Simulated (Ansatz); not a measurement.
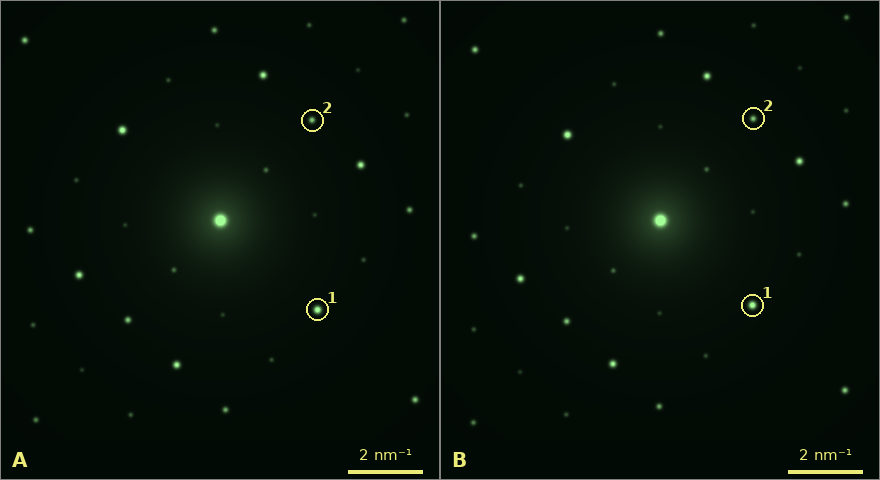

Kinematic electron diffraction patterns (200 kV, B = 0.5 Å², same scale) along [010] of the run's own cell, for the start and the end of one relaxation of SnSe3 with DFT PBE, scalar-relativistic, plane waves, PAW (Ansatz 0.2.0). k mesh 6×6×8. The start is a generated model structure, and the relaxation ends in the nearest stationary point of its symmetry, not necessarily the ground state. Spot 1 is 0 0 -2 and spot 2 is -2 0 0 in both.

Start structure:

```
Sn Se
1.0
     6.22508    0.00000    0.00000
    -3.11254    5.39108    0.00000
     0.00000    0.00000    5.52135
Sn Se
2 6
Cartesian
  0.0000 3.5941 1.3803
  3.1125 1.7970 4.1410
  3.1125 3.4711 1.3803
  -1.4498 4.4311 4.1410
  1.6628 0.9600 1.3803
  0.0000 1.9200 4.1410
  4.5623 0.9600 1.3803
  1.4498 4.4311 4.1410
```

Which pattern belongs to the start structure, and which to the relaxed one?

A is the start: its cell gives d(1) = 2.761 Å, d(2) = 2.696 Å and an angle of 90.0°. B is the relaxed structure, with d(1) = 2.913 Å (+5.5 %), d(2) = 2.659 Å (-1.3 %) and 90.0°.

Summarise the relaxation behind the change.

The volume changed by +2.7 % to 23.79 Å³ an atom; the fractional coordinates hardly changed; the space group stayed P6_3/mmc (No. 194); the free energy fell by 7.1 meV an atom. Relaxed cell: a = 6.142 Å, b = 6.142 Å, c = 5.826 Å, α = 90.00°, β = 90.00°, γ = 120.00°.
